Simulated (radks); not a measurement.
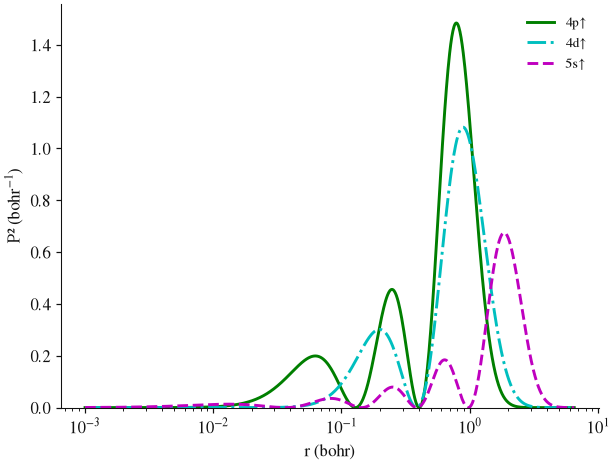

System: Sn³⁺ (Z = 50, 47 electrons), configuration [Kr] 4d10 5s1 (high spin). The calculation used the in-house radial solver radks at this level: scalar-relativistic Kohn-Sham, LB94 model potential, spin-polarised, spherical densities, finite nucleus.

The plot shows the radial probability densities P² of 4d up, 5s up and 4p up.

Read the plot.

4p up: outer maximum at 0.787 bohr, ⟨r⟩ = 0.885 bohr, 2 nodes, eigenvalue −127.5 eV; 4d up: outer maximum at 0.887 bohr, ⟨r⟩ = 1.08 bohr, 1 node, eigenvalue −63.7 eV; 5s up: outer maximum at 1.86 bohr, ⟨r⟩ = 2.06 bohr, 4 nodes, eigenvalue −43.9 eV.
